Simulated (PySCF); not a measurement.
# H3O4W (charge +1): what the fields show

```
atom    x (Å)    y (Å)    z (Å)
   W  -0.1529  -0.1147  -0.1726
   O   0.8818   0.7555   0.8248
   O  -1.3055  -1.0648   0.8813
   H  -1.5773  -1.2853   1.7896
   O   0.8489  -1.2434  -1.2045
   H   1.7434  -1.5531  -1.4321
   O  -1.0728   1.0636  -1.2240
   H  -1.2289   1.9936  -1.4643
```

Core potentials replace the inner electrons of W.

Level of theory: RKS B3LYP, W def2-SVP with ECP60, O def2-SVP, H def2-SVP; non-relativistic Hamiltonian with scalar-relativistic core potentials where named; density fitting in PySCF.

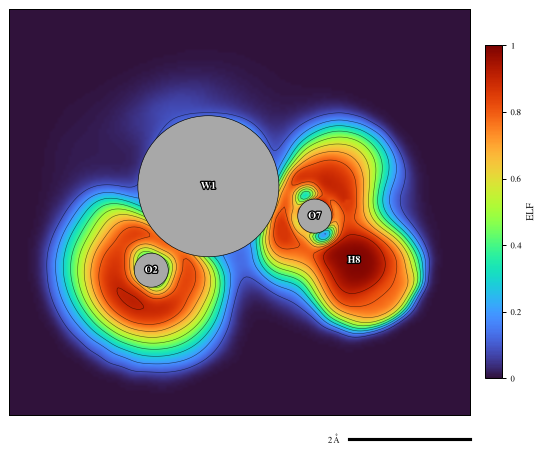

Figure 1. ELF on the plane of atoms O2, W1 and O7. Grey discs cover the atomic cores.

Q: What does the map show?

A: The plane passes through W, O and H nuclei.
W–O (1.68 Å): the ELF peaks at about 0.80 in the valence shell of O, 0.5 Å from its nucleus, and drops to about 0.40 between the two atoms.
O–H (0.97 Å): the ELF climbs to about 1 towards the hydrogen, as it does in any bond to H.
W–O (1.83 Å): the ELF peaks at about 0.80 in the valence shell of O, 0.5 Å from its nucleus, and drops to about 0.25 between the two atoms.

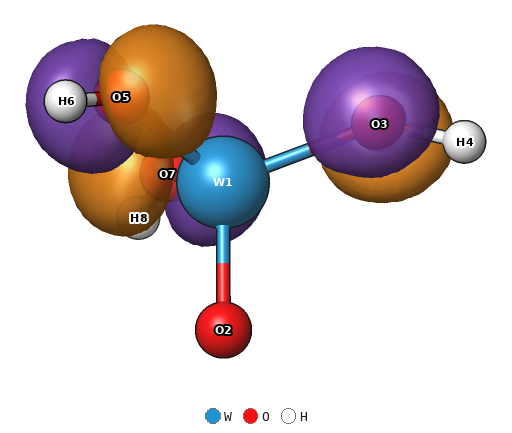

Figure 2. The HOMO at ±0.15 Å⁻³ᐟ² (orange and purple are the two phases), seen from one side.

Q: Describe this orbital and give its energy.

A: By Hirshfeld shares it lies mainly on O3 (about 30 %), O5 (about 30 %) and O7 (about 30 %); largely a combination of lone pairs on O3, O5 and O7. Its energy is −15.37 eV.

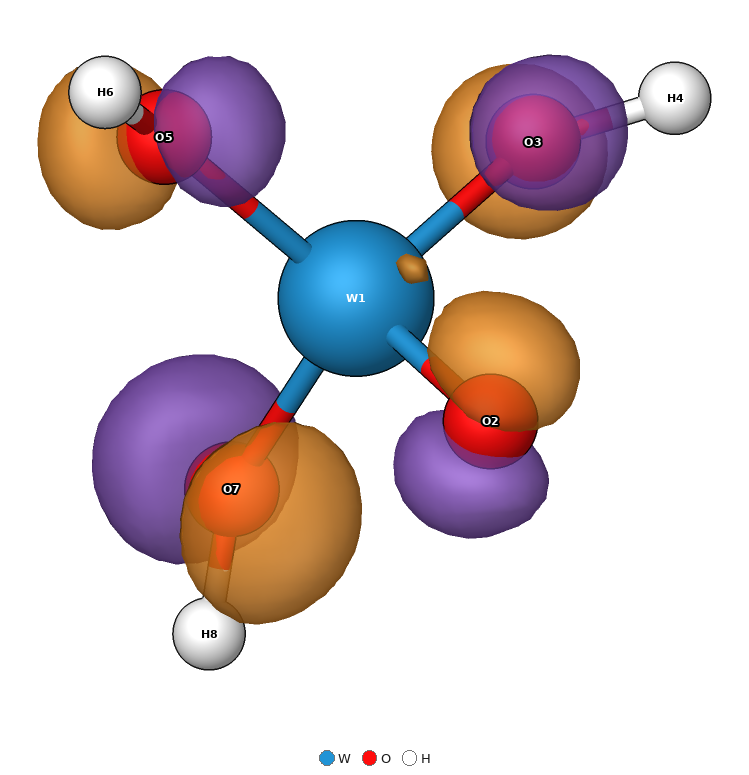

Figure 3. The HOMO−1 at ±0.2 Å⁻³ᐟ² (orange and purple are the two phases), seen at a tilt.

Q: What is the character of this orbital?

A: It lies mainly on O7 (about 40 %), O3 (about 15 %), O5 (about 15 %), O2 (about 15 %) and W1 (about 10 %); largely a combination of lone pairs on O7, O3, O5 and O2. It is one of a degenerate set, so its orientation is arbitrary. Its energy is −15.41 eV.
